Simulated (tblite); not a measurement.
Geometry relaxation of C8H11N

The run: geometry relaxation of C8H11N. Method and program: GFN2-xTB geometry optimisation, gas phase (tblite 0.8.0).

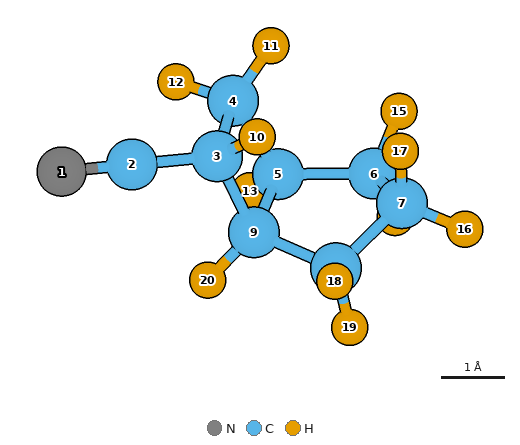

**Figure 1.** The structure as given in the input (ball-and-stick view, seen at a tilt; atoms are numbered from 1 in the order of the input). Bond lengths as drawn: C–C 1.43 to 1.56 Å, C–H 1.08 to 1.10 Å and C–N 1.18 Å.

## Input
```
{"job": {"kind": "relax", "xc": "GFN2-xTB", "basis": "xTB"}, "charge": 0, "multiplicity": 1}
N      3.761800    -0.812000     1.054100
C      2.749500    -0.444000     0.577800
C      1.517400    -0.002600     0.005400
C      0.882400     1.258500     0.646700
C     -0.427700     0.476700     0.916100
C     -1.626800     0.717700    -0.015100
C     -1.326300    -0.096700    -1.265200
C     -0.627900    -1.336400    -0.710500
C      0.256600    -0.819600     0.415000
H      1.597700     0.117700    -1.081200
H      0.789000     2.113800    -0.012300
H      1.366700     1.582000     1.580800
H     -0.719500     0.470800     1.976500
H     -2.531400     0.342400     0.461000
H     -1.773400     1.787400    -0.235000
H     -2.234300    -0.339200    -1.814900
H     -0.650600     0.457300    -1.920500
H     -0.061900    -1.872600    -1.483800
H     -1.380400    -2.033000    -0.305100
H      0.433900    -1.557600     1.207100
```

The first line tells a small driver script what to run in tblite; the rest is the geometry in Å.

Launched with:
```bash
OMP_NUM_THREADS=1 python <driver script> task.json out
```

## The program's output
```
step      E/eV     max force
  0    -697.34458    3.845
  1    -696.97070   13.723
  2    -697.42791    1.106
  3    -697.43718    0.445
  4    -697.44663    0.617
  5    -697.45105    0.550
  6    -697.45550    0.183
  7    -697.45762    0.158
  8    -697.45987    0.284
  9    -697.46132    0.226
 10    -697.46237    0.082
 11    -697.46323    0.118
 12    -697.46421    0.210
 13    -697.46519    0.195
 14    -697.46588    0.084
 15    -697.46631    0.052
 16    -697.46667    0.093
 17    -697.46705    0.102
 18    -697.46741    0.067
 19    -697.46770    0.043
 20    -697.46793    0.061
 21    -697.46811    0.056
 22    -697.46823    0.031
 23    -697.46833    0.021
 24    -697.46842    0.048
 25    -697.46854    0.062
 26    -697.46873    0.053
 27    -697.46896    0.040
 28    -697.46918    0.034
 29    -697.46939    0.044
 30    -697.46963    0.045
 31    -697.46994    0.045
 32    -697.47029    0.048
 33    -697.47062    0.043
 34    -697.47089    0.045
 35    -697.47115    0.042
 36    -697.47145    0.039
 37    -697.47176    0.043
 38    -697.47205    0.052
 39    -697.47231    0.039
 40    -697.47257    0.035
 41    -697.47285    0.041
 42    -697.47313    0.042
 43    -697.47341    0.043
 44    -697.47366    0.031
 45    -697.47388    0.032
 46    -697.47405    0.028
 47    -697.47418    0.026
 48    -697.47429    0.027
 49    -697.47438    0.025
 50    -697.47447    0.020
 51    -697.47455    0.020
 52    -697.47463    0.017
 53    -697.47468    0.015
 54    -697.47472    0.013
 55    -697.47475    0.012
 56    -697.47477    0.011
 57    -697.47480    0.013
 58    -697.47482    0.011
 59    -697.47484    0.012
 60    -697.47487    0.014
 61    -697.47490    0.011
 62    -697.47492    0.012
 63    -697.47495    0.012
 64    -697.47497    0.012
 65    -697.47499    0.009
```

## Trajectory as extended XYZ (Å, eV, eV/Å), 11 of the 66 frames kept, from step=0 to step=65
```
20
Properties=species:S:1:pos:R:3:forces:R:3 step=0 energy=-697.34458
N     3.7618   -0.8120    1.0541   -3.3270   1.2010  -1.5080
C     2.7495   -0.4440    0.5778    3.2360  -1.1540   1.3560
C     1.5174   -0.0026    0.0054   -0.4280   0.1540   0.0050
C     0.8824    1.2585    0.6467   -0.2400  -0.0530   0.4570
C    -0.4277    0.4767    0.9161    0.1460  -0.0120   0.2350
C    -1.6268    0.7177   -0.0151    0.2490   0.5980   0.2300
C    -1.3263   -0.0967   -1.2652    0.0840   0.0020   0.0250
C    -0.6279   -1.3364   -0.7105    0.0990  -0.5440  -0.3140
C     0.2566   -0.8196    0.4150   -0.3240   0.0160   0.3310
H     1.5977    0.1177   -1.0812    0.1900  -0.2030   0.1380
H     0.7890    2.1138   -0.0123    0.0120   0.0700  -0.1160
H     1.3667    1.5820    1.5808   -0.0640  -0.1440  -0.3630
H    -0.7195    0.4708    1.9765    0.0190   0.0800  -0.3230
H    -2.5314    0.3424    0.4610   -0.0240   0.0060   0.0480
H    -1.7734    1.7874   -0.2350    0.0560  -0.3330   0.0970
H    -2.2343   -0.3392   -1.8149    0.0710  -0.0120  -0.0690
H    -0.6506    0.4573   -1.9205   -0.0720  -0.0430  -0.0270
H    -0.0619   -1.8726   -1.4838   -0.0760   0.0860   0.1700
H    -1.3804   -2.0330   -0.3051    0.2730   0.2220  -0.0580
H     0.4339   -1.5576    1.2071    0.1210   0.0640  -0.3150
20
Properties=species:S:1:pos:R:3:forces:R:3 step=6 energy=-697.45550
N     3.7171   -0.7962    1.0370    0.1330  -0.0460   0.0520
C     2.7370   -0.4398    0.5681   -0.1680   0.0420   0.0590
C     1.4927    0.0008    0.0140   -0.0010   0.0070  -0.0860
C     0.8659    1.2586    0.6541    0.0180   0.0060  -0.0190
C    -0.4281    0.4772    0.9280   -0.0270  -0.0200   0.0400
C    -1.6126    0.7287   -0.0024   -0.0420   0.0080  -0.0580
C    -1.3186   -0.0954   -1.2579    0.0160   0.0080  -0.0450
C    -0.6198   -1.3434   -0.7179    0.0000  -0.0070   0.0050
C     0.2409   -0.8180    0.4230    0.0390  -0.0280   0.0170
H     1.6180    0.0911   -1.0648   -0.0320  -0.0390  -0.1220
H     0.7851    2.1106   -0.0158   -0.0710   0.0300  -0.0310
H     1.3722    1.5737    1.5643    0.0320   0.0060   0.0030
H    -0.7274    0.4818    1.9723   -0.0490   0.0320   0.0990
H    -2.5217    0.3514    0.4668   -0.0230   0.0090   0.0400
H    -1.7640    1.7832   -0.2266    0.0590   0.0440   0.0230
H    -2.2221   -0.3373   -1.8158   -0.0090   0.0010   0.0200
H    -0.6544    0.4533   -1.9251    0.0470   0.0300  -0.0100
H    -0.0520   -1.8757   -1.4813    0.0430   0.0360   0.0350
H    -1.3641   -2.0273   -0.3071   -0.0030  -0.0410  -0.0140
H     0.4507   -1.5666    1.1839    0.0340  -0.0780  -0.0060
20
Properties=species:S:1:pos:R:3:forces:R:3 step=13 energy=-697.46519
N     3.7043   -0.7924    1.0436    0.1000  -0.0330   0.0930
C     2.7224   -0.4349    0.5794   -0.1380   0.0550  -0.1270
C     1.4847   -0.0006    0.0011   -0.0250  -0.0040   0.0040
C     0.8574    1.2571    0.6446    0.0230  -0.0040  -0.0050
C    -0.4295    0.4715    0.9412   -0.0170  -0.0160  -0.0130
C    -1.6080    0.7310    0.0030   -0.0270   0.0000  -0.0530
C    -1.3128   -0.0912   -1.2557    0.0070  -0.0090   0.0000
C    -0.6179   -1.3422   -0.7148    0.0160  -0.0090  -0.0150
C     0.2399   -0.8230    0.4300    0.0260  -0.0200  -0.0060
H     1.6080    0.0680   -1.0837   -0.0050  -0.0080   0.0540
H     0.7515    2.1121   -0.0196   -0.0230  -0.0160  -0.0340
H     1.3822    1.5728    1.5444    0.0140   0.0220   0.0030
H    -0.7384    0.4934    1.9847    0.0320  -0.0210   0.0330
H    -2.5247    0.3644    0.4678   -0.0020   0.0140   0.0050
H    -1.7388    1.7903   -0.2154    0.0160   0.0080   0.0110
H    -2.2175   -0.3338   -1.8129    0.0250   0.0270   0.0210
H    -0.6444    0.4574   -1.9221   -0.0130  -0.0050   0.0340
H    -0.0303   -1.8634   -1.4704    0.0000   0.0070  -0.0190
H    -1.3604   -2.0378   -0.3193    0.0030   0.0030  -0.0130
H     0.4671   -1.5880    1.1710   -0.0110   0.0080   0.0290
20
Properties=species:S:1:pos:R:3:forces:R:3 step=20 energy=-697.46793
N     3.6923   -0.7852    1.0599    0.0500  -0.0100   0.0210
C     2.7189   -0.4329    0.5727   -0.0570   0.0210   0.0050
C     1.4795   -0.0037   -0.0023   -0.0020  -0.0090   0.0020
C     0.8532    1.2552    0.6395    0.0110  -0.0130  -0.0190
C    -0.4296    0.4652    0.9463    0.0080  -0.0030  -0.0010
C    -1.6065    0.7318    0.0071    0.0060  -0.0030   0.0040
C    -1.3085   -0.0899   -1.2513   -0.0050   0.0130   0.0120
C    -0.6137   -1.3447   -0.7170   -0.0110   0.0140  -0.0020
C     0.2399   -0.8293    0.4333    0.0040   0.0040  -0.0150
H     1.5960    0.0604   -1.0869    0.0040   0.0000   0.0180
H     0.7309    2.1007   -0.0347    0.0100  -0.0090  -0.0070
H     1.3868    1.5834    1.5307   -0.0180   0.0100  -0.0230
H    -0.7273    0.4848    1.9936   -0.0050  -0.0100   0.0010
H    -2.5296    0.3759    0.4675    0.0130   0.0020   0.0050
H    -1.7232    1.7938   -0.2102   -0.0030  -0.0170   0.0070
H    -2.2133   -0.3256   -1.8101    0.0200   0.0040   0.0000
H    -0.6380    0.4621   -1.9120   -0.0110  -0.0050   0.0080
H    -0.0223   -1.8564   -1.4771   -0.0150   0.0080   0.0130
H    -1.3573   -2.0440   -0.3309    0.0070  -0.0080  -0.0070
H     0.4666   -1.5909    1.1791   -0.0070   0.0110  -0.0220
20
Properties=species:S:1:pos:R:3:forces:R:3 step=26 energy=-697.46873
N     3.6922   -0.7795    1.0675   -0.0290   0.0130  -0.0030
C     2.7159   -0.4324    0.5808    0.0480  -0.0140   0.0170
C     1.4791   -0.0073   -0.0012    0.0090   0.0070   0.0040
C     0.8521    1.2537    0.6333   -0.0090   0.0070   0.0050
C    -0.4289    0.4627    0.9469    0.0130   0.0110   0.0050
C    -1.6066    0.7317    0.0103    0.0070   0.0030   0.0360
C    -1.3085   -0.0876   -1.2483   -0.0150   0.0150  -0.0010
C    -0.6156   -1.3437   -0.7182    0.0010  -0.0010  -0.0070
C     0.2390   -0.8310    0.4310   -0.0070   0.0010   0.0160
H     1.5986    0.0566   -1.0844    0.0230  -0.0130  -0.0130
H     0.7288    2.0930   -0.0488   -0.0070  -0.0120   0.0000
H     1.3842    1.5933    1.5204    0.0010   0.0040  -0.0050
H    -0.7231    0.4772    1.9959    0.0050   0.0140  -0.0210
H    -2.5281    0.3773    0.4738   -0.0110  -0.0080  -0.0060
H    -1.7205    1.7939   -0.2051   -0.0140  -0.0040   0.0040
H    -2.2100   -0.3204   -1.8108   -0.0320  -0.0050  -0.0140
H    -0.6370    0.4654   -1.9059    0.0130   0.0090  -0.0060
H    -0.0248   -1.8512   -1.4797    0.0140  -0.0120  -0.0230
H    -1.3559   -2.0481   -0.3358   -0.0110   0.0080   0.0060
H     0.4639   -1.5929    1.1753    0.0030  -0.0220   0.0080
20
Properties=species:S:1:pos:R:3:forces:R:3 step=32 energy=-697.47029
N     3.6956   -0.7655    1.0959   -0.0100   0.0020   0.0120
C     2.7191   -0.4310    0.6014    0.0040  -0.0080   0.0170
C     1.4860   -0.0162    0.0033    0.0010  -0.0130  -0.0050
C     0.8514    1.2512    0.6181   -0.0070  -0.0050  -0.0060
C    -0.4238    0.4584    0.9468   -0.0230  -0.0130  -0.0060
C    -1.6103    0.7294    0.0231   -0.0130  -0.0120  -0.0370
C    -1.3155   -0.0787   -1.2444    0.0340  -0.0240  -0.0040
C    -0.6191   -1.3395   -0.7262    0.0120  -0.0010   0.0120
C     0.2394   -0.8372    0.4280    0.0030   0.0030  -0.0140
H     1.6244    0.0362   -1.0792   -0.0060  -0.0070  -0.0020
H     0.7174    2.0717   -0.0836   -0.0060   0.0090  -0.0060
H     1.3807    1.6195    1.4952    0.0150  -0.0170  -0.0040
H    -0.7108    0.4749    1.9966    0.0210   0.0120   0.0220
H    -2.5304    0.3717    0.4873    0.0080  -0.0230   0.0030
H    -1.7281    1.7923   -0.1859   -0.0110   0.0060   0.0080
H    -2.2161   -0.3062   -1.8145    0.0290   0.0150   0.0350
H    -0.6358    0.4775   -1.8918   -0.0300   0.0190  -0.0160
H    -0.0285   -1.8421   -1.4934   -0.0230   0.0150   0.0100
H    -1.3587   -2.0466   -0.3456    0.0070   0.0130  -0.0090
H     0.4579   -1.6092    1.1659   -0.0060   0.0290  -0.0110
20
Properties=species:S:1:pos:R:3:forces:R:3 step=39 energy=-697.47231
N     3.6925   -0.7473    1.1465   -0.0200  -0.0100   0.0180
C     2.7188   -0.4319    0.6345   -0.0300   0.0220  -0.0120
C     1.4947   -0.0298    0.0064   -0.0060  -0.0130  -0.0150
C     0.8499    1.2466    0.5922    0.0300  -0.0020  -0.0070
C    -0.4182    0.4543    0.9461    0.0120  -0.0090  -0.0030
C    -1.6156    0.7235    0.0376    0.0020  -0.0040  -0.0170
C    -1.3155   -0.0643   -1.2403   -0.0180  -0.0070  -0.0080
C    -0.6194   -1.3307   -0.7364   -0.0030   0.0150  -0.0060
C     0.2404   -0.8423    0.4229    0.0090  -0.0130  -0.0100
H     1.6555    0.0028   -1.0739   -0.0110   0.0000  -0.0030
H     0.6999    2.0458   -0.1304    0.0230   0.0130  -0.0030
H     1.3830    1.6405    1.4550    0.0110   0.0170   0.0080
H    -0.6817    0.4783    2.0020   -0.0090  -0.0050   0.0080
H    -2.5280    0.3450    0.5014    0.0190  -0.0100   0.0060
H    -1.7481    1.7877   -0.1563   -0.0150  -0.0010   0.0160
H    -2.2177   -0.2873   -1.8067   -0.0110  -0.0070  -0.0140
H    -0.6455    0.5061   -1.8862   -0.0040  -0.0170   0.0210
H    -0.0373   -1.8278   -1.5131    0.0080   0.0120   0.0240
H    -1.3616   -2.0382   -0.3605    0.0130   0.0160  -0.0150
H     0.4489   -1.6203    1.1559   -0.0010   0.0010   0.0100
20
Properties=species:S:1:pos:R:3:forces:R:3 step=46 energy=-697.47405
N     3.6701   -0.7364    1.2037   -0.0010  -0.0100   0.0130
C     2.7112   -0.4307    0.6590   -0.0120  -0.0080  -0.0120
C     1.4997   -0.0402    0.0017    0.0010   0.0010   0.0000
C     0.8556    1.2452    0.5689    0.0180   0.0050  -0.0130
C    -0.4088    0.4544    0.9427    0.0130   0.0110   0.0030
C    -1.6189    0.7166    0.0498   -0.0060   0.0020   0.0190
C    -1.3210   -0.0537   -1.2386   -0.0060   0.0190   0.0080
C    -0.6198   -1.3207   -0.7452   -0.0100  -0.0020  -0.0160
C     0.2411   -0.8447    0.4180    0.0030  -0.0010  -0.0090
H     1.6726   -0.0257   -1.0774    0.0020   0.0130   0.0140
H     0.7024    2.0300   -0.1687   -0.0050   0.0090  -0.0050
H     1.3936    1.6605    1.4194   -0.0050  -0.0100   0.0020
H    -0.6573    0.4795    2.0024   -0.0060   0.0170   0.0040
H    -2.5153    0.3108    0.5202   -0.0180   0.0030   0.0140
H    -1.7747    1.7813   -0.1222   -0.0080  -0.0080  -0.0140
H    -2.2236   -0.2756   -1.8059    0.0050   0.0010   0.0040
H    -0.6548    0.5263   -1.8784    0.0120  -0.0040  -0.0020
H    -0.0346   -1.8097   -1.5234    0.0070  -0.0100  -0.0120
H    -1.3634   -2.0297   -0.3784    0.0090  -0.0260   0.0050
H     0.4407   -1.6269    1.1493    0.0070   0.0000  -0.0030
20
Properties=species:S:1:pos:R:3:forces:R:3 step=52 energy=-697.47463
N     3.6588   -0.7398    1.2219   -0.0050  -0.0120  -0.0030
C     2.7077   -0.4342    0.6634    0.0000   0.0010   0.0090
C     1.5011   -0.0417   -0.0013    0.0030   0.0160   0.0000
C     0.8590    1.2466    0.5616   -0.0150   0.0010   0.0070
C    -0.4056    0.4571    0.9412   -0.0040   0.0070  -0.0030
C    -1.6218    0.7144    0.0548    0.0040   0.0020   0.0010
C    -1.3232   -0.0516   -1.2362   -0.0060  -0.0030   0.0030
C    -0.6199   -1.3199   -0.7486    0.0040  -0.0040   0.0060
C     0.2415   -0.8440    0.4149    0.0010   0.0090   0.0090
H     1.6769   -0.0269   -1.0790    0.0090  -0.0020  -0.0080
H     0.7053    2.0305   -0.1779    0.0000  -0.0120   0.0110
H     1.3971    1.6620    1.4122   -0.0050  -0.0010  -0.0110
H    -0.6512    0.4873    2.0019    0.0120  -0.0010  -0.0100
H    -2.5141    0.3033    0.5303    0.0080   0.0020  -0.0080
H    -1.7865    1.7777   -0.1175    0.0030  -0.0030  -0.0040
H    -2.2250   -0.2715   -1.8047   -0.0070  -0.0030  -0.0040
H    -0.6552    0.5292   -1.8741   -0.0050   0.0030   0.0090
H    -0.0331   -1.8057   -1.5279    0.0030   0.0070  -0.0120
H    -1.3584   -2.0351   -0.3832   -0.0040  -0.0050   0.0040
H     0.4414   -1.6268    1.1454    0.0030  -0.0010   0.0030
20
Properties=species:S:1:pos:R:3:forces:R:3 step=58 energy=-697.47482
N     3.6522   -0.7433    1.2344    0.0000  -0.0070   0.0020
C     2.7051   -0.4343    0.6711    0.0050  -0.0080   0.0010
C     1.5030   -0.0422   -0.0018   -0.0010  -0.0040   0.0010
C     0.8586    1.2466    0.5556   -0.0040   0.0050   0.0000
C    -0.4037    0.4574    0.9401   -0.0030  -0.0040   0.0010
C    -1.6232    0.7132    0.0584   -0.0010  -0.0020  -0.0010
C    -1.3258   -0.0502   -1.2338    0.0020  -0.0030  -0.0020
C    -0.6198   -1.3189   -0.7507    0.0050   0.0040   0.0020
C     0.2424   -0.8441    0.4133   -0.0020   0.0010   0.0010
H     1.6854   -0.0320   -1.0787    0.0030   0.0020  -0.0030
H     0.7024    2.0256   -0.1874   -0.0030   0.0080  -0.0070
H     1.3970    1.6679    1.4025    0.0020   0.0060   0.0040
H    -0.6430    0.4890    2.0019   -0.0020  -0.0050   0.0000
H    -2.5128    0.2989    0.5352   -0.0020   0.0030   0.0030
H    -1.7908    1.7760   -0.1134    0.0020   0.0000   0.0030
H    -2.2272   -0.2686   -1.8040   -0.0020  -0.0040   0.0040
H    -0.6577    0.5341   -1.8681   -0.0040  -0.0020  -0.0070
H    -0.0330   -1.7989   -1.5342   -0.0020   0.0010   0.0050
H    -1.3561   -2.0379   -0.3865    0.0070   0.0070  -0.0050
H     0.4418   -1.6277    1.1432    0.0010   0.0030  -0.0010
20
Properties=species:S:1:pos:R:3:forces:R:3 step=65 energy=-697.47499
N     3.6469   -0.7567    1.2380   -0.0020  -0.0030  -0.0010
C     2.7040   -0.4381    0.6730    0.0000   0.0070   0.0030
C     1.5048   -0.0393   -0.0019   -0.0010  -0.0060   0.0020
C     0.8582    1.2495    0.5544    0.0050  -0.0040   0.0010
C    -0.4033    0.4585    0.9395    0.0020  -0.0050  -0.0010
C    -1.6239    0.7127    0.0591    0.0010   0.0030  -0.0040
C    -1.3279   -0.0511   -1.2334    0.0030  -0.0040  -0.0020
C    -0.6173   -1.3174   -0.7513   -0.0010  -0.0040  -0.0010
C     0.2442   -0.8417    0.4124    0.0000  -0.0050  -0.0060
H     1.6900   -0.0301   -1.0786   -0.0050   0.0070   0.0040
H     0.7009    2.0282   -0.1892   -0.0010  -0.0040  -0.0020
H     1.3958    1.6724    1.4012    0.0020   0.0050   0.0030
H    -0.6418    0.4874    2.0015   -0.0010   0.0050   0.0010
H    -2.5134    0.2995    0.5373    0.0020  -0.0010   0.0010
H    -1.7914    1.7753   -0.1133   -0.0020   0.0080   0.0000
H    -2.2302   -0.2733   -1.8008   -0.0010   0.0000   0.0050
H    -0.6632    0.5336   -1.8708   -0.0040   0.0040  -0.0030
H    -0.0307   -1.7957   -1.5358    0.0040   0.0010   0.0030
H    -1.3513   -2.0383   -0.3873    0.0000  -0.0030   0.0010
H     0.4442   -1.6248    1.1428    0.0000   0.0000  -0.0040
```

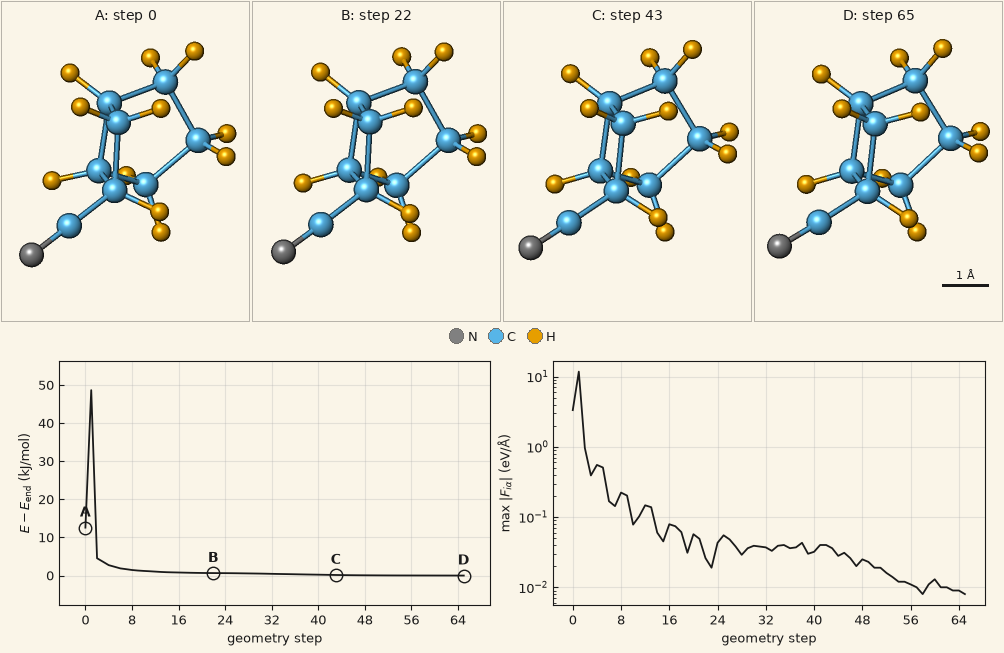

**Figure 2.** Frames of the relaxation (ball-and-stick view, seen at a tilt) above the curves, on which the letters mark them (steps are counted from 0).

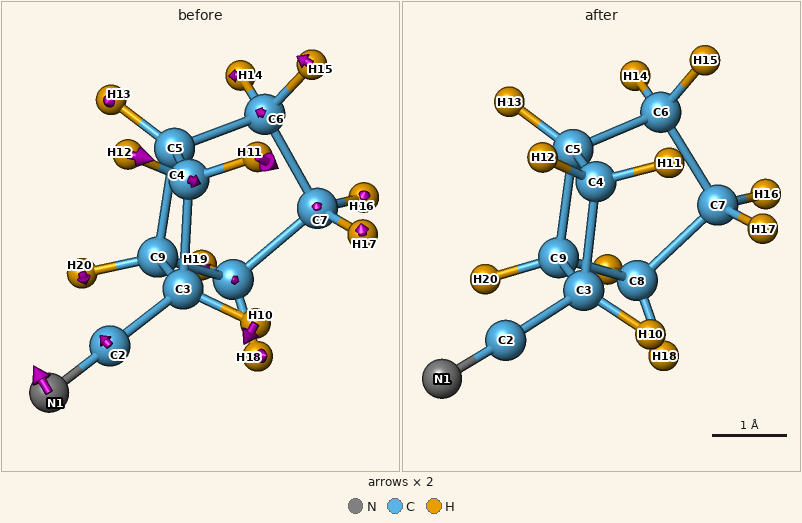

**Figure 3.** Before (left) and after (right) the relaxation, at one scale (ball-and-stick view, seen at a tilt). The pink arrows give the displacements, magnified 2 times. The largest move after the best rigid fit is that of N1, 0.22 Å. By element the largest moves are N 0.22 Å, H 0.21 Å, C 0.11 Å. Among the contacts that change: N1–C2 1.178 → 1.144 Å, C4–C5 1.549 → 1.538 Å, C5–C6 1.537 → 1.526 Å, C6–C7 1.522 → 1.530 Å. Among the angles that change: C4–C3–H10 110.5° → 114.7°, C5–C9–H20 113.6° → 116.9°, C4–C5–C6 118.4° → 115.2°. The energy falls by 12.6 kJ/mol in 65 geometry steps. Largest force component: 3.3 eV/Å at the start, 0.008 eV/Å at the end. (Atoms are counted from 1 in the order of the input.)

## Results in brief

```json
{"quantity": "outcome", "value": "converged"}
{"quantity": "total energy", "value": "−697.4750 eV"}
{"quantity": "hardware", "value": "1 CPU thread, shared host"}
{"quantity": "wall time", "value": "0.7 s"}
{"quantity": "peak memory", "value": "0.18 GiB"}
```
